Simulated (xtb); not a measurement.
**Frequency calculation of C4H8OSi (part 2 of 2)**

Continued. System: C4H8OSi, SMILES C=C(C=O)C[SiH3]. Method: GFN1-xTB (xtb 6.7.1 later snapshot). The geometry was optimised with GFN1-xTB. The settings are looser than a standard set-up, so the numbers are not reference values.

Geometry of the input (Å):
```
C  -0.8184  -1.2958  -1.1730
C  -0.0994  -0.8318  -0.1460
C  -0.3846  -1.3458  1.2134
O  -1.1359  -2.2568  1.4453
C  0.9598  0.2389  -0.2732
Si 0.2429  1.9523  0.1789
H  -0.6809  -0.9531  -2.1891
H  -1.5748  -2.0535  -1.0134
H  0.1582  -0.8122  2.0253
H  1.8138  -0.0335  0.3642
H  1.3469  0.2323  -1.3028
H  1.2841  2.9597  0.0734
H  -0.8381  2.2650  -0.7396
H  -0.2736  1.9343  1.5365
```

**Log, continued**
```
 ---------------------------------------------------------------------------
     1   6      3.992 --     2      1.827     7      0.979     8      0.972
     2   6      3.986 --     1      1.827     3      1.036     5      0.991
     3   6      3.862 --     4      1.815     2      1.036     9      0.936
     4   8      2.013 --     3      1.815
     5   6      3.957 --     6      1.010     2      0.991    11      0.925
                            10      0.923
     6  14      4.049 --     5      1.010    13      0.936    14      0.936
                            12      0.935
     7   1      1.003 --     1      0.979
     8   1      1.006 --     1      0.972
     9   1      1.011 --     3      0.936
    10   1      1.000 --     5      0.923
    11   1      0.999 --     5      0.925
    12   1      0.990 --     6      0.935
    13   1      0.990 --     6      0.936
    14   1      0.990 --     6      0.936
 ---------------------------------------------------------------------------
Molecule has no symmetry elements
It seems to be the C1 point group

Topologies differ in total number of bonds
Writing topology from bond orders to xtbtopo.mol

 dipole moment from electron density (au)
     X       Y       Z
   0.9920   0.9172  -0.6965  total (Debye):    3.863

           -------------------------------------------------
          |               Frequency Printout                |
           -------------------------------------------------
 projected vibrational frequencies (cm⁻¹)
eigval :       -0.00    -0.00    -0.00     0.00     0.00     0.00
eigval :       45.46    80.05   119.29   135.13   274.28   354.37
eigval :      396.11   454.45   508.51   613.59   636.30   703.91
eigval :      719.46   812.98   849.40   854.03   878.66   882.74
eigval :      955.83   963.96  1059.70  1149.64  1243.25  1372.16
eigval :     1412.66  1417.36  1647.21  1785.38  2211.43  2218.06
eigval :     2219.48  2808.22  2929.87  2947.71  3108.19  3161.00
 reduced masses (amu)
    1:      5.86    2:      6.38    3:      3.66    4:      7.78    5:      6.59    6:      5.48
    7:      3.00    8:      3.99    9:      1.13   10:      2.67   11:      3.40   12:      2.07
   13:      3.12   14:      1.10   15:      1.59   16:      1.56   17:      2.26   18:      1.60
   19:      1.79   20:      1.09   21:      1.04   22:      1.05   23:      1.51   24:      2.40
   25:      1.75   26:      1.71   27:      1.20   28:      1.41   29:      2.85   30:      1.14
   31:      1.12   32:      1.25   33:      7.02   34:     11.36   35:      1.02   36:      1.05
   37:      1.05   38:      1.07   39:      1.06   40:      1.10   41:      1.05   42:      1.11
 IR intensities (km·mol⁻¹)
    1:      0.81    2:      0.40    3:      2.43    4:      0.85    5:      0.37    6:      0.49
    7:      2.12    8:     11.89    9:      1.09   10:     12.82   11:      5.94   12:      3.22
   13:     13.06   14:     20.51   15:     69.37   16:     62.13   17:     66.77   18:    269.40
   19:    119.98   20:    587.00   21:    193.66   22:    205.48   23:     23.32   24:     19.13
   25:     56.47   26:     16.37   27:      5.63   28:    148.13   29:     50.02   30:     20.71
   31:     16.79   32:     34.96   33:    120.06   34:    254.17   35:     50.60   36:    336.92
   37:    344.60   38:    106.98   39:      4.78   40:     13.97   41:      2.56   42:      5.07
 Raman intensities (Ä⁴*amu⁻¹)
    1:      0.00    2:      0.00    3:      0.00    4:      0.00    5:      0.00    6:      0.00
    7:      0.00    8:      0.00    9:      0.00   10:      0.00   11:      0.00   12:      0.00
   13:      0.00   14:      0.00   15:      0.00   16:      0.00   17:      0.00   18:      0.00
   19:      0.00   20:      0.00   21:      0.00   22:      0.00   23:      0.00   24:      0.00
   25:      0.00   26:      0.00   27:      0.00   28:      0.00   29:      0.00   30:      0.00
   31:      0.00   32:      0.00   33:      0.00   34:      0.00   35:      0.00   36:      0.00
   37:      0.00   38:      0.00   39:      0.00   40:      0.00   41:      0.00   42:      0.00
 output can be read by thermo (or use thermo option).
 writing <g98.out> molden fake output.
 recommended (thermochemical) frequency scaling factor: 1.0
           -------------------------------------------------
          |             Thermodynamic Functions             |
           -------------------------------------------------

c1  symmetry found (for desy threshold:  0.10E+00) used in thermo

          ...................................................
          :                      SETUP                      :
          :.................................................:
          :  # frequencies                          36      :
          :  # imaginary freq.                       0      :
          :  linear?                             false      :
          :  only rotor calc.                    false      :
          :  symmetry                               c1      :
          :  rotational number                       1      :
          :  scaling factor                  1.0000000      :
          :  rotor cutoff                   50.0000000 cm⁻¹ :
          :  imag. cutoff                  -20.0000000 cm⁻¹ :
          :.................................................:

    mode    ω/cm⁻¹     T·S(HO)/kcal·mol⁻¹    T·S(FR)/kcal·mol⁻¹   T·S(vib)
   ------------------------------------------------------------------------
       1     45.46    -1.49241 ( 40.60%)    -1.08431 ( 59.40%)    -1.25000
       2     80.05    -1.15970 ( 86.79%)    -0.91689 ( 13.21%)    -1.12762
       3    119.29    -0.92780 ( 97.01%)    -0.79880 (  2.99%)    -0.92394
       4    135.13    -0.85619 ( 98.16%)    -0.76188 (  1.84%)    -0.85446
       5    274.28    -0.46781 ( 99.89%)    -0.55223 (  0.11%)    -0.46791
   ------------------------------------------------------------------------

   temp. (K)  partition function   enthalpy   heat capacity  entropy
                                   cal/mol     cal/K/mol   cal/K/mol   J/K/mol
 298.15  VIB   241.                 3510.182     22.763     21.737
         ROT  0.258E+06              888.727      2.981     27.740
         INT  0.622E+08             4398.909     25.744     49.477
         TR   0.307E+26             1481.212      4.968     39.724
         TOT                        5880.1219    30.7118    89.2008   373.2161

       T/K    H(0)-H(T)+PV         H(T)/Eh          T*S/Eh         G(T)/Eh
   ------------------------------------------------------------------------
    298.15    0.937057E-02    0.109450E+00    0.423822E-01    0.670679E-01
   ------------------------------------------------------------------------

         :::::::::::::::::::::::::::::::::::::::::::::::::::::
         ::                  THERMODYNAMIC                  ::
         :::::::::::::::::::::::::::::::::::::::::::::::::::::
         :: total free energy         -19.207024582209 Eh   ::
         ::.................................................::
         :: total energy              -19.274092508358 Eh   ::
         :: zero point energy           0.100079533496 Eh   ::
         :: G(RRHO) w/o ZPVE           -0.033011607348 Eh   ::
         :: G(RRHO) contrib.            0.067067926149 Eh   ::
         :::::::::::::::::::::::::::::::::::::::::::::::::::::

           -------------------------------------------------
          | TOTAL ENERGY              -19.274092508358 Eh   |
          | TOTAL ENTHALPY            -19.164642404220 Eh   |
          | TOTAL FREE ENERGY         -19.207024582209 Eh   |
          | GRADIENT NORM               0.000052061720 Eh/α |
          | HOMO-LUMO GAP               3.256984113141 eV   |
           -------------------------------------------------

------------------------------------------------------------------------
------------------------------------------------------------------------
 total:
 *  cpu-time:     0 d,  0 h,  0 min,  1.111 sec
 * ratio c/w:     1.000 speedup
 SCF:
 *  cpu-time:     0 d,  0 h,  0 min,  0.018 sec
 * ratio c/w:     1.000 speedup
 analytical hessian:
 *  cpu-time:     0 d,  0 h,  0 min,  1.083 sec
 * ratio c/w:     1.000 speedup
```

**File vibspectrum**
```
$vibrational spectrum
#  mode     symmetry     wave number   IR intensity    selection rules
#                         cm**(-1)      (km*mol⁻¹)        IR
     1                      -0.00         0.00000          -
     2                      -0.00         0.00000          -
     3                      -0.00         0.00000          -
     4                       0.00         0.00000          -
     5                       0.00         0.00000          -
     6                       0.00         0.00000          -
     7        a             45.46         2.12306         YES
     8        a             80.05        11.88793         YES
     9        a            119.29         1.08765         YES
    10        a            135.13        12.82249         YES
    11        a            274.28         5.94498         YES
    12        a            354.37         3.21734         YES
    13        a            396.11        13.05966         YES
    14        a            454.45        20.50772         YES
    15        a            508.51        69.37218         YES
    16        a            613.59        62.13232         YES
    17        a            636.30        66.77275         YES
    18        a            703.91       269.39900         YES
    19        a            719.46       119.97963         YES
    20        a            812.98       587.00178         YES
    21        a            849.40       193.65945         YES
    22        a            854.03       205.48342         YES
    23        a            878.66        23.32043         YES
    24        a            882.74        19.12839         YES
    25        a            955.83        56.47469         YES
    26        a            963.96        16.36678         YES
    27        a           1059.70         5.63476         YES
    28        a           1149.64       148.12686         YES
    29        a           1243.25        50.02254         YES
    30        a           1372.16        20.71383         YES
    31        a           1412.66        16.78628         YES
    32        a           1417.36        34.96460         YES
    33        a           1647.21       120.06477         YES
    34        a           1785.38       254.17158         YES
    35        a           2211.43        50.60247         YES
    36        a           2218.06       336.91726         YES
    37        a           2219.48       344.59594         YES
    38        a           2808.22       106.97974         YES
    39        a           2929.87         4.78003         YES
    40        a           2947.71        13.96656         YES
    41        a           3108.19         2.55638         YES
    42        a           3161.00         5.06809         YES
$end
```

**Standard error**
```
normal termination of xtb
```

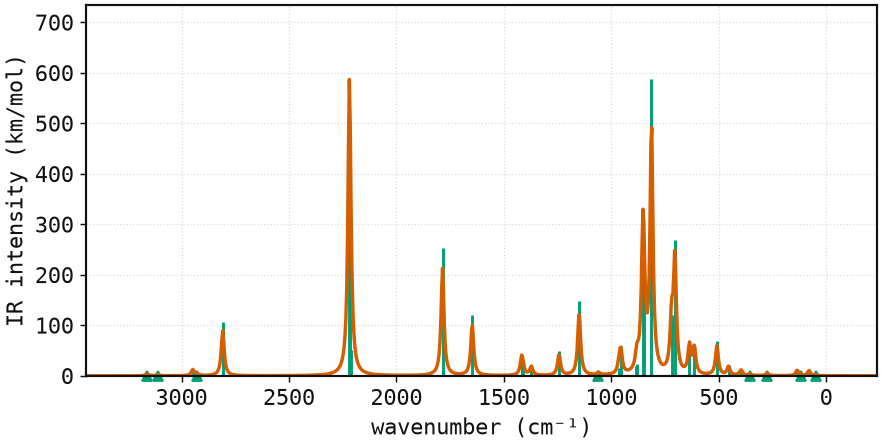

Figure 1. Harmonic infrared spectrum, unscaled: sticks (degenerate modes added up, dark ones marked on the axis) with a Lorentzian envelope of 16 cm⁻¹ full width, scaled to the tallest stick. 36 modes from 45 to 3161 cm⁻¹, none imaginary. The strongest line is at 813 cm⁻¹ (587 km/mol).

**Summary**

```tsv
quantity	value
outcome	converged
electrons treated	34
total energy	−19.274093 hartree
dispersion energy	−0.005608 hartree
basis functions	46
HOMO	−12.03 eV
LUMO	−8.77 eV
zero-point energy	0.100080 hartree
dipole moment	3.86 D
wavenumbers, lowest and highest	45 and 3161 cm⁻¹
hardware	1 thread of Arm Neoverse N1, 16 GiB of memory available, shared host
wall time	1.2 s
peak memory	0.075 GiB
```

**Remarks**

Settings chosen away from the usual ones: method = gfn1-xtb; task = frequencies; x = {"hess_scc_accuracy": 10}; geo = {"prev": "A"}. These settings are looser than, or depart from, a standard set-up, so the numbers are not reference values for this system.
